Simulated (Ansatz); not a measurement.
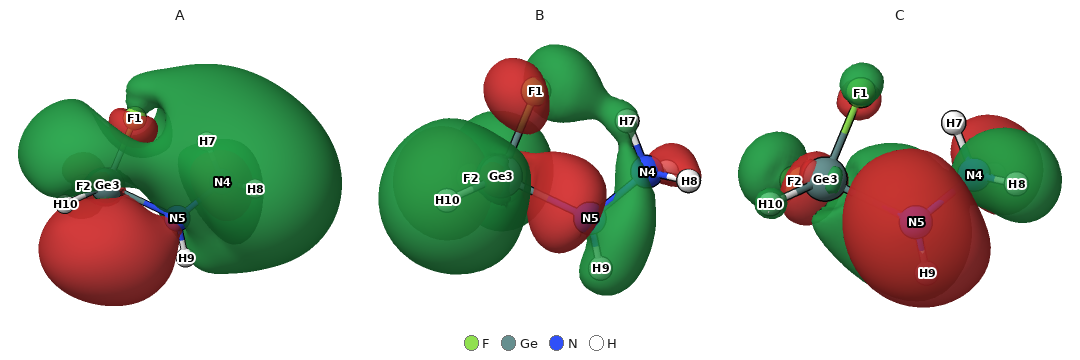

F₂GeH₅N₂ (SMILES [NH3+][NH][GeH]([F])[F]) (charge +1). Three frontier orbitals at ±0.05 Å⁻³ᐟ² (green and red are the two phases), in no order.

Geometry: PBE-D3(BJ)/def2-SVP.

Computed with isolated molecule in a Gaussian basis; Kohn-Sham density functional theory, functional PBE0 (Ansatz 0.2.0).

```yaml
atoms:
  - { symbol: F, position_ang: [0.4036, -0.0820, 1.7827] }
  - { symbol: F, position_ang: [-1.0709, -1.8730, 0.2316] }
  - { symbol: Ge, position_ang: [0.0191, -0.5360, 0.1202] }
  - { symbol: N, position_ang: [-1.3959, 1.6886, 1.0182] }
  - { symbol: N, position_ang: [-0.9559, 1.0422, -0.1687] }
  - { symbol: H, position_ang: [-2.3790, 1.4802, 1.3036] }
  - { symbol: H, position_ang: [-0.7640, 1.3337, 1.7862] }
  - { symbol: H, position_ang: [-1.2847, 2.7229, 0.9625] }
  - { symbol: H, position_ang: [-1.6124, 1.1741, -0.9467] }
  - { symbol: H, position_ang: [1.2154, -0.7693, -0.7961] }
```

> Order the three orbitals by energy and name them.

B is the HOMO−1 (−15.65 eV). Its weight (Hirshfeld) is mainly on F2 (about 45 %), H10 (about 20 %), Ge3 (about 20 %) and N5 (about 5 %). C is the HOMO (−13.77 eV). It lies mainly on N5 (about 70 %), Ge3 (about 10 %) and N4 (about 10 %); largely a lone pair of N5. A is the LUMO (−5.50 eV). It lies mainly on Ge3 (about 30 %), H8 (about 15 %), H6 (about 15 %), N4 (about 15 %), N5 (about 10 %) and H7 (about 10 %).

> What is the HOMO–LUMO gap?

8.27 eV between the orbital energies.
